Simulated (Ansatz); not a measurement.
HKSSi (SMILES [SiH]1=[S+][K-]1) (triplet)

```xyz
4

K     0.0765    2.0216    0.2132
S    -0.6152   -0.5068   -1.1774
Si    0.2252   -1.2458    0.5855
H    -0.7106   -1.5649    1.7384
```

Geometry: B3LYP-D3(BJ)/def2-SVP.

Method: isolated molecule in a Gaussian basis; Kohn-Sham density functional theory, functional PBE0 (Ansatz 0.2.0).

What will maps of the electron density, electron localisation function and spin density show?

Si–S (2.09 Å): the density is about 0.84 e/Å³ at the midpoint; the ELF peaks at about 0.85 between the atoms, as expected for a shared electron pair.
K–S (2.97 Å): the density is about 0.16 e/Å³ at the midpoint; the ELF peaks at about 0.85 in the valence shell of S, 0.9 Å from its nucleus, and is about 0.15 at the midpoint; an ionic contact with no shared pair.
K–Si (3.29 Å): the density is about 0.1 e/Å³ at the midpoint; the ELF peaks at about 0.65 in the valence shell of Si, 1.1 Å from its nucleus, and is about 0.15 at the midpoint.
The unpaired spin (2 electrons) lies mostly on Si3 (about 1.3), S2 (about 0.4), H4 (about 0.1) and K1 (about 0.1), in electrons by Hirshfeld's partition.

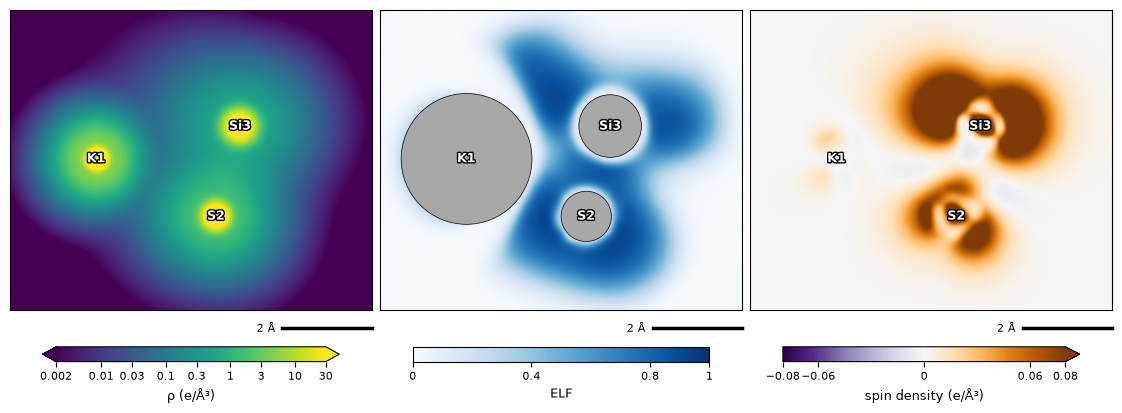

Computed electron density, electron localisation function and spin density on the plane of atoms K1, Si3 and S2, in this order. Grey discs cover the atomic cores in the ELF map. 
